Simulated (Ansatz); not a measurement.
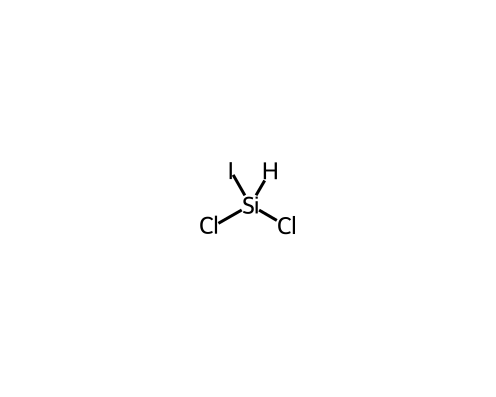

> Give its SMILES.

Cl[SiH](Cl)I

> What is the molecular formula?

Cl2HISi.

> An optimisation with PBE0-D4/def2-TZVP gave a structure of which point group?

Cs.

The parts below concern this one geometry. Atoms keep their numbers from picture to picture. The computed structure is the end point of a PBE0-D4/def2-TZVP optimisation.

### Geometry

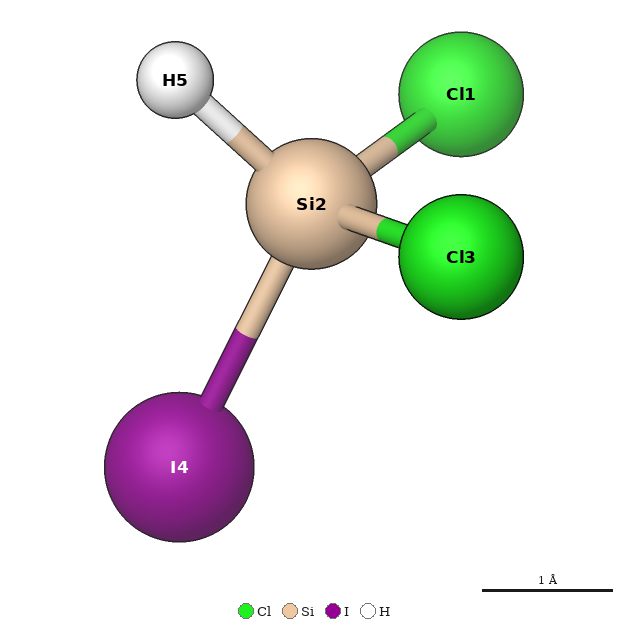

List the bonds and their lengths.

```
   bond  length (Å)   order
Cl1–Si2       2.034  single
Si2–Cl3       2.034  single
 Si2–I4       2.417  single
 Si2–H5       1.472  single
```

### Thermal motion

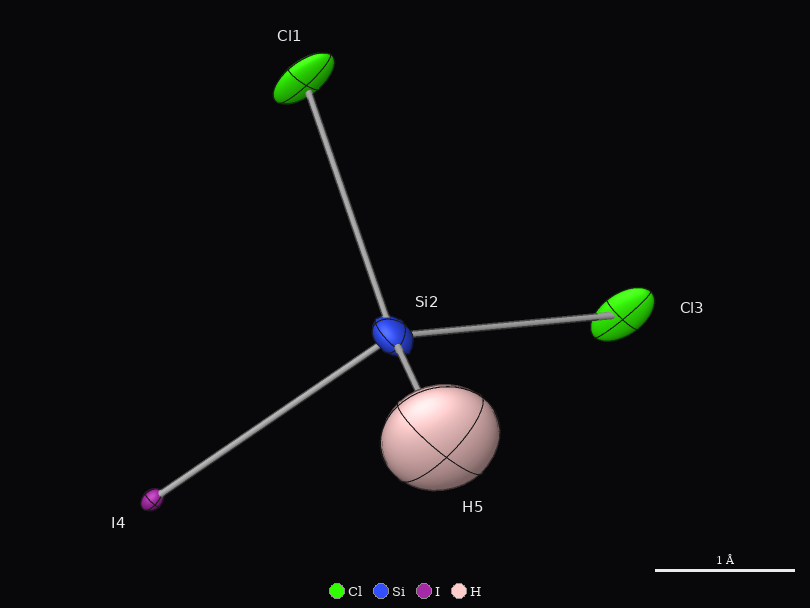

Displacement ellipsoids at the 50 % level, enlarged 1.5 times, from the internal vibrations of the free molecule (harmonic, no overall translation or rotation; no half-axis is drawn under 0.075 Å). Vibrations computed with RKS PBE0-D4/def2-TZVP, core potentials on I (Ansatz 0.2.0). Temperature: 600 K.

Give the displacement parameters, one line for each set of equivalent atoms.

```json
{"atom": "Cl1, Cl3", "U_eq (Å²)": "0.0066", "rms amplitudes (Å)": "0.019, 0.071, 0.120"}
{"atom": "Si2", "U_eq (Å²)": "0.0046", "rms amplitudes (Å)": "0.053, 0.073, 0.076"}
{"atom": "I4", "U_eq (Å²)": "0.00091", "rms amplitudes (Å)": "0.006, 0.030, 0.042"}
{"atom": "H5", "U_eq (Å²)": "0.0279", "rms amplitudes (Å)": "0.111, 0.189, 0.189"}
```

### Dipole moment

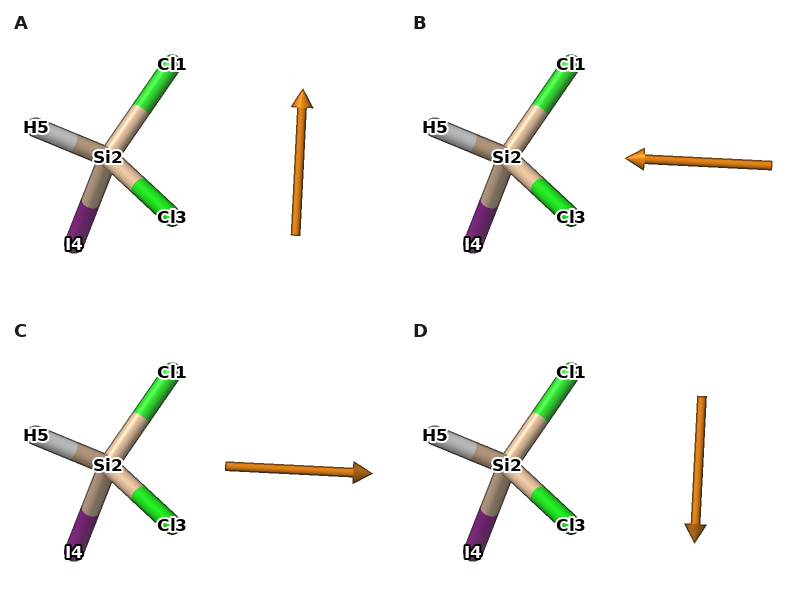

The same molecule four times, each with an arrow. Properties computed with RKS PBE-D4/def2-TZVPP, core potentials on I (Ansatz 0.2.0).

> Which arrow points along the dipole moment, from the negative to the positive end?

B. The dipole moment is 0.62 D; it points from the side of Cl1, Cl3 to the side of H5 (the outermost atoms at the two ends).

### Levels of theory compared

Program: Ansatz 0.2.0.

At this fixed geometry, give HOMO energy (eV), HOMO–LUMO gap (eV) at these levels: BLYP-D4/def2-TZVPP; CAM-B3LYP-D4/def2-TZVPP; PBE-D4/def2-TZVPP; PBE0-D4/def2-QZVPP; PBE0-D4/def2-TZVPP; r2SCAN0-D4/def2-TZVPP; r2SCANh-D4/def2-TZVPP; revPBE-D4/def2-TZVPP; ωB97M-V/def2-QZVPP; ωB97M-V/def2-SVP; ωB97X-V/def2-TZVPP.

| level | HOMO energy (eV) | HOMO–LUMO gap (eV) |
| --- | --- | --- |
| BLYP-D4/def2-TZVPP | −6.77 | 4.90 |
| CAM-B3LYP-D4/def2-TZVPP | −9.38 | 9.30 |
| PBE-D4/def2-TZVPP | −6.97 | 5.00 |
| PBE0-D4/def2-QZVPP | −8.16 | 6.97 |
| PBE0-D4/def2-TZVPP | −8.14 | 7.02 |
| r2SCAN0-D4/def2-TZVPP | −8.34 | 7.40 |
| r2SCANh-D4/def2-TZVPP | −7.71 | 6.32 |
| revPBE-D4/def2-TZVPP | −6.92 | 5.04 |
| ωB97M-V/def2-QZVPP | −10.28 | 10.91 |
| ωB97M-V/def2-SVP | −10.17 | 11.25 |
| ωB97X-V/def2-TZVPP | −10.40 | 11.39 |

### Charges

The questions are on Mulliken charges. Method: RKS r2SCAN-D4/def2-TZVPP, core potentials on I (Ansatz 0.2.0).

> Which atom carries the highest charge (most positive or least negative)?

Si2 (0.56 e).

> And the lowest?

Cl1, Cl3 (−0.20 e).

Give the Mulliken charges atom by atom.

```json
{"atom": "Cl1", "value (e)": "−0.20"}
{"atom": "Si2", "value (e)": "0.56"}
{"atom": "Cl3", "value (e)": "−0.20"}
{"atom": "I4", "value (e)": "−0.11"}
{"atom": "H5", "value (e)": "−0.05"}
```

Mulliken values depend strongly on the basis set and can even reverse the polarity of a bond.
